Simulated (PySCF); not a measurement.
```yaml
atoms:
  - { symbol: C, position_ang: [-1.3095, 1.1025, 1.2239] }
  - { symbol: B, position_ang: [-0.8969, 0.0913, 0.0671] }
  - { symbol: C, position_ang: [-2.0274, -0.7102, -0.7135] }
  - { symbol: N, position_ang: [0.4470, -0.0929, -0.2606] }
  - { symbol: Si, position_ang: [1.2595, -1.1438, -1.4436] }
  - { symbol: N, position_ang: [2.7168, -0.4363, -0.7727] }
  - { symbol: Si, position_ang: [1.9322, 0.6204, 0.3633] }
  - { symbol: H, position_ang: [-1.6234, 2.0527, 0.7923] }
  - { symbol: H, position_ang: [-0.4880, 1.3183, 1.9039] }
  - { symbol: H, position_ang: [-2.1489, 0.7370, 1.8120] }
  - { symbol: H, position_ang: [-1.6592, -1.1687, -1.6300] }
  - { symbol: H, position_ang: [-2.4228, -1.5096, -0.0877] }
  - { symbol: H, position_ang: [-2.8735, -0.0759, -0.9704] }
  - { symbol: H, position_ang: [1.1371, -2.5683, -1.0985] }
  - { symbol: H, position_ang: [3.6835, -0.5199, -1.0300] }
  - { symbol: H, position_ang: [2.0630, 2.0453, 0.0797] }
  - { symbol: H, position_ang: [2.2036, 0.2700, 1.7546] }
```

Geometry: GFN2-xTB.

These are results of UKS B3LYP, pcH-1 on B C H N Si, non-relativistic, mean-field spin-orbit, GIAO in PySCF, not measurements.

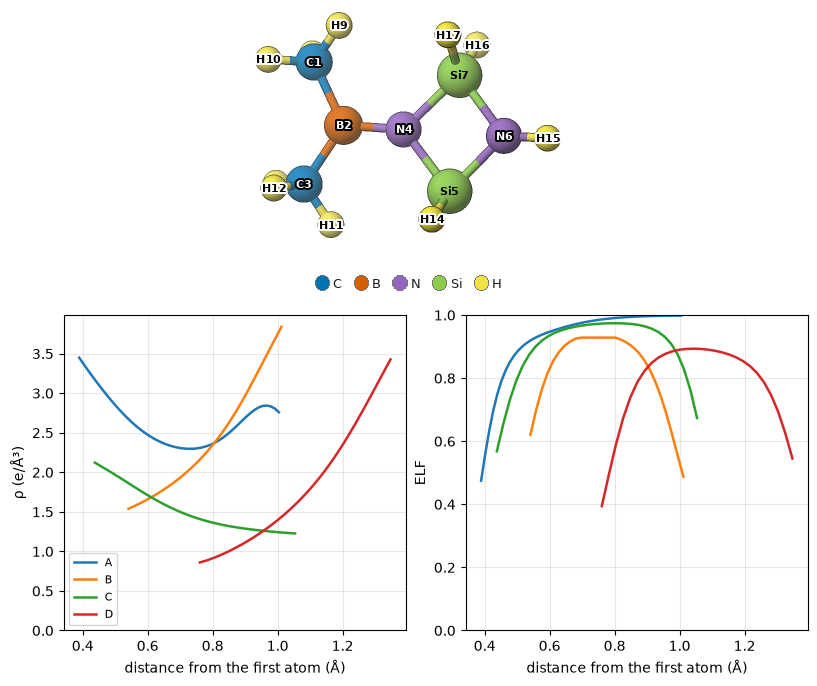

C2H10BN2Si2 (doublet). Total electron density and ELF along straight lines between neighbouring atoms. The curves leave out the atomic cores. The structure is drawn too.

**Which curve belongs to which contact (B–N, C–B, N–H and Si–N)? The first atom named is at distance zero.**

Curve A: N–H (1.00 Å): ρ at the midpoint is about 2.8 e/Å³; the ELF climbs to about 1 towards the hydrogen, as it does in any bond to H (an ordinary covalent bond to hydrogen). Curve B: B–N (1.40 Å): the density is about 1.9 e/Å³ at the midpoint; the ELF peaks at about 0.95 between the atoms; a short, strongly polar bond. Curve C: C–B (1.59 Å): the density is about 1.4 e/Å³ at the midpoint; the ELF peaks at about 1 between the atoms; a shared electron pair. Curve D: Si–N (1.74 Å): ρ at the midpoint is about 1 e/Å³; the ELF peaks at about 0.90 between the atoms; a polar covalent bond.
